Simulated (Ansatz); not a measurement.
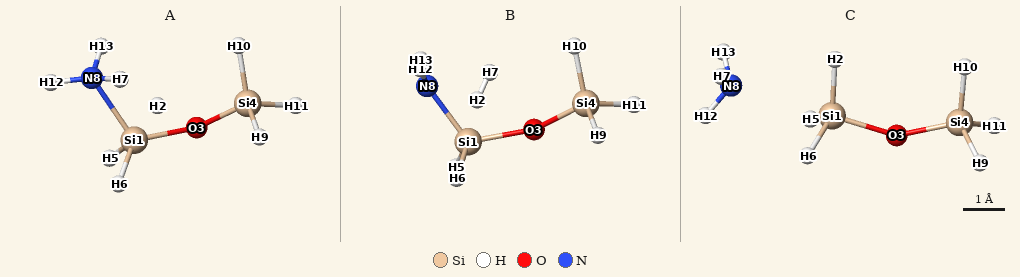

Three geometries of Si₂NH₉O: a saddle point and the two minima that it joins, in shuffled order. Style: ball-and-stick. Shown at a tilt. Sticks join atoms that are closer than about 1.2 times the sum of their covalent radii (a little more with hydrogen).

Stationary points at PBE0-D4/def2-TZVP, single-point energies with CCSD(T)/CBS, BHLYP-D4, B2PLYP, wB97X-V (def2-TZVPP where no basis is named; Ansatz 0.2.0). The energies are electronic, without zero-point or thermal terms, and both ends are the minima reached downhill from the saddle, with any fragments still in contact. CCSD(T)/CBS stands for a frozen-core estimate: MP2 correlation extrapolated from def2-TZVPP and def2-QZVPP, CCSD(T) minus MP2 from the smaller set.

Identify the saddle point and describe the reaction.

Frame A is the saddle point. Counted by bonded pieces, C holds NH₃ + Si₂H₆O and B holds H₂ + Si₂H₇NO. From C over the saddle to B, bonds form: Si1–N8 (2.59 → 1.87 → 1.70 Å), H2–H7 (2.88 → 1.19 → 0.75 Å). Bonds break: Si1–H2 (1.49 → 1.94 → 3.52 Å), H7–N8 (1.01 → 1.18 → 3.43 Å). The saddle has one imaginary mode, 1260i cm⁻¹. With CCSD(T)/CBS the barrier is 1.91 eV from C and 2.27 eV from B, and B lies 0.35 eV below C.

```tsv
level	barrier from C (eV)	barrier from B (eV)	B less C (eV)
CCSD(T)/CBS	1.91	2.27	−0.35
BHLYP-D4	2.03	2.36	−0.33
B2PLYP	1.96	2.28	−0.32
wB97X-V	1.90	2.20	−0.30
```

Against CCSD(T)/CBS, wB97X-V comes closest on the barrier from C (−0.02 eV) and BHLYP-D4 misses most (+0.11 eV).

Limits of the set-up: the start holds two separate molecules, 2.6 Å apart at their closest, whose relative position is a soft coordinate.
